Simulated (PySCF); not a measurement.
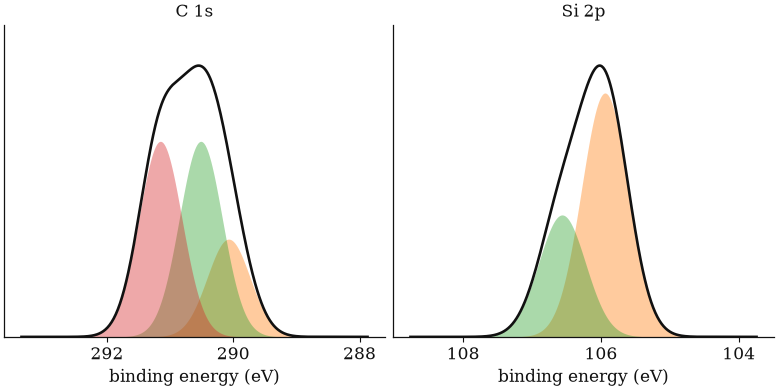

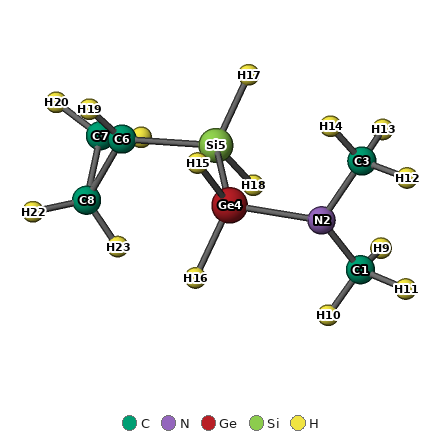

Simulated XPS of C₅H₁₅GeNSi, SMILES C[N](C)[GeH2][SiH2]C1CC1, singlet. Vertical core-electron binding energies by ΔSCF (SCAN, pcX-2 on the ionised atom, pcseg-1 elsewhere, spin-free X2C; PySCF 2.14.0, at a PBE0-D3(BJ)/def2-SVP geometry (no frequency check)), gas phase, against the vacuum level. One atom of each kind was ionised; within a panel, areas follow the number of like atoms and 2j + 1 (2p levels are split by first-order spin-orbit coupling, an approximation), each panel is scaled alone, Gaussians of 0.8 eV full width. Only the regions named are shown. Lines closer than the width merge in the curve.

Q: Assign the components.

A:
| level | atoms | binding energy (eV) |
| --- | --- | --- |
| C 1s | C1, C3 | 291.2 |
| C 1s | C7, C8 | 290.5 |
| C 1s | C6 | 290.1 |
| Si 2p1/2 | Si5 | 106.6 |
| Si 2p3/2 | Si5 | 105.9 |

Q: How large is the chemical shift across the C 1s region?

A: 1.1 eV, from C6 at 290.1 eV to C1, C3 at 291.2 eV.

Note: one conformer of a flexible molecule.
